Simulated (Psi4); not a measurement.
# InF (SMILES [F][In]) at B2PLYP/def2-QZVPPD (density fitting, core potential, density fitting for correlation, sweep point 7)

Aim: the energy change on altering one bond length of InF at B2PLYP/def2-QZVPPD (density fitting, core potential, density fitting for correlation, sweep point 7), from 2 runs. 

Program for the calculation: Psi4 1.11.

**1. The structure to begin with**

InF: 2 atoms, total charge 0, spin state singlet. As SMILES, `[F][In]`. Geometry: a GFN2-xTB relaxation, a rough one for these elements and not checked as a minimum.

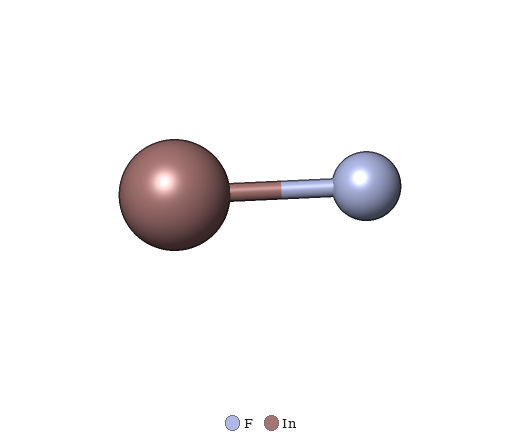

The structure, seen from a chosen angle (fluorine light blue, indium brown).

**2. A single-point energy at B2PLYP/def2-QZVPPD (density fitting, core potential, density fitting for correlation, sweep point 7)**

Input file calc.in:

```
memory 1600 MB

molecule molecule1 {
  0 1
  F      0.000000     0.000000     0.000000
  In     0.000000     0.000000     2.025490
  units angstrom
  symmetry c1
}

set basis def2-QZVPPD
set puream true
set scf_type df
set dft_radial_points 99
set dft_spherical_points 590
set num_frozen_docc 5

e_tot, wfn = energy("b2plyp", return_wfn=True)
```

Run with:

```console
$ psi4 -n 1 calc.in calc.out
```

calc.out:

```text
[...]
    !!!  WARNING: ECP capability is in beta. Please check occupations closely.  !!!
[...]
  Running in c1 symmetry.
[...]
  Nuclear repulsion =   49.377924757283438
[...]
  Multiplicity = 1
[...]
  Nalpha       = 15
  Nbeta        = 15
[...]
    Number of basis functions: 154
[...]
   @DF-RKS iter   1:  -289.46897835933021   -1.08984e+00   4.81764e-03 ADIIS/DIIS
[...]
   @DF-RKS iter   8:  -289.66290306118356   -1.18999e-07   7.27088e-07 DIIS
[...]
    Orbital Energies [Eh]
    ---------------------
    Doubly Occupied:
       1A    -25.245690     2A     -4.968008     3A     -3.310291
       4A     -3.310291     5A     -3.302404     6A     -1.220843
       7A     -0.873923     8A     -0.873923     9A     -0.866956
      10A     -0.866956    11A     -0.863507    12A     -0.465852
      13A     -0.415314    14A     -0.415313    15A     -0.312327
[...]
  @DF-RKS Final Energy:  -289.66290306118356
   => Energetics <=
    Nuclear Repulsion Energy =             49.3779247572834379
    One-Electron Energy =                -574.1654624389828996
    Two-Electron Energy =                 248.2111125078129987
    DFT Exchange-Correlation Energy =     -13.0864778872971446
    Empirical Dispersion Energy =           0.0000000000000000
    VV10 Nonlocal Energy =                  0.0000000000000000
    Total Energy =                       -289.6629030611834992
[...]
 Multipole Moments:
 ------------------------------------------------------------------------------------
     Multipole            Electronic (a.u.)      Nuclear  (a.u.)        Total (a.u.)
 ------------------------------------------------------------------------------------
 L = 1.  Multiply by 2.5417464519 to convert [e a0] to [Debye]
 Dipole X            :         -0.0000001            0.0000000           -0.0000001
 Dipole Y            :         -0.0000000            0.0000000           -0.0000000
 Dipole Z            :         19.5825337          -18.1564068            1.4261269
 Magnitude           :                                                    1.4261269
[...]
```

Run time: 9 s. Hardware: 1 thread of AMD EPYC 7B13 (Zen 3), shared host; peak memory 0.73 GiB.

**3. The distorted shape at the same level**

Input file job.inp:

```
memory 1600 mb

molecule mol {
  0 1
  F      0.000000     0.000000    -1.012710
  In     0.000000     0.000000     2.025490
  symmetry c1
}

set puream true
set scf_type df
set dft_radial_points 99
set dft_spherical_points 590
set num_frozen_docc 5

energy('b2plyp/def2-QZVPPD')
print_variables()
```

Run with:

```console
$ psi4 -i job.inp -o job.out -n 1
```

job.out:

```text
[...]
    !!!  WARNING: ECP capability is in beta. Please check occupations closely.  !!!
[...]
  Running in c1 symmetry.
[...]
  Nuclear repulsion =   32.918995726624317
[...]
  Multiplicity = 1
[...]
  Nalpha       = 15
  Nbeta        = 15
[...]
    Number of basis functions: 154
[...]
   @DF-RKS iter   1:  -289.37870325698179   -1.09602e+00   4.82139e-03 DIIS/ADIIS
[...]
   @DF-RKS iter  10:  -289.57765031632704   -4.78468e-08   7.29417e-07 DIIS
[...]
    Orbital Energies [Eh]
    ---------------------
    Doubly Occupied:
       1A    -25.135115     2A     -5.041365     3A     -3.381424
       4A     -3.381424     5A     -3.378151     6A     -1.081251
       7A     -0.942700     8A     -0.942700     9A     -0.939114
      10A     -0.939114    11A     -0.937734    12A     -0.422393
      13A     -0.292554    14A     -0.292554    15A     -0.288709
[...]
  @DF-RKS Final Energy:  -289.57765031632704
   => Energetics <=
    Nuclear Repulsion Energy =             32.9189957266243169
    One-Electron Energy =                -540.9306131048168709
    Two-Electron Energy =                 231.4857726006162011
    DFT Exchange-Correlation Energy =     -13.0518055387506955
    Empirical Dispersion Energy =           0.0000000000000000
    VV10 Nonlocal Energy =                  0.0000000000000000
    Total Energy =                       -289.5776503163270377
[...]
 Multipole Moments:
 ------------------------------------------------------------------------------------
     Multipole            Electronic (a.u.)      Nuclear  (a.u.)        Total (a.u.)
 ------------------------------------------------------------------------------------
 L = 1.  Multiply by 2.5417464519 to convert [e a0] to [Debye]
 Dipole X            :          0.0000002            0.0000000            0.0000002
 Dipole Y            :          0.0000002            0.0000000            0.0000002
 Dipole Z            :         31.3726829          -27.2342965            4.1383864
 Magnitude           :                                                    4.1383864
[...]
```

It took 9.6 s on 1 thread of AMD EPYC 7B13 (Zen 3), shared host; peak memory 0.69 GiB.

**4. Summary of results**

At B2PLYP/def2-QZVPPD (density fitting, core potential, density fitting for correlation, sweep point 7), 5 core orbitals frozen:

| quantity | value |
| --- | --- |
| first shape: total energy | -289.89822 Eh |
| first shape: HOMO energy (SCF part's orbitals) | -8.50 eV |
| first shape: LUMO energy (SCF part's orbitals) | -0.89 eV |
| first shape: HOMO–LUMO gap (SCF part's orbitals) | 7.61 eV |
| distorted shape: total energy | -289.81607 Eh |
| distorted shape: HOMO energy (SCF part's orbitals) | -7.86 eV |
| distorted shape: LUMO energy (SCF part's orbitals) | -2.14 eV |
| distorted shape: HOMO–LUMO gap (SCF part's orbitals) | 5.72 eV |
| energy change with the F1–In2 bond stretched from 2.025 to 3.038 Å | 2.235 eV |

**Reading.** With the F1–In2 bond stretched from 2.025 to 3.038 Å the energy rises by 2.24 eV (52 kcal/mol). The first shape isn't relaxed at this level, so the change isn't measured from a minimum.
